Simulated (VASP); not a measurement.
Band structure of Ta (bcc). These are MS2 meta-GGA, VASP's PBE PAW potentials (set 64) (plane waves; VASP 6.6.1) values and carry that method's errors.

Unless said otherwise, spin-orbit coupling is left out, though it shifts the bands of the heavy elements here.

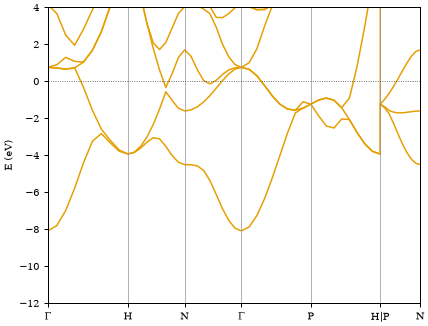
Figure. Bands along high-symmetry lines, zero at the valence-band maximum or, without a gap, the Fermi level

Question: Read the plot: is there a gap, and where are the band edges?

Answer: It has no gap at this level: it comes out as a metal or semimetal.

The compound is Ta in the bcc structure. It was relaxed first.
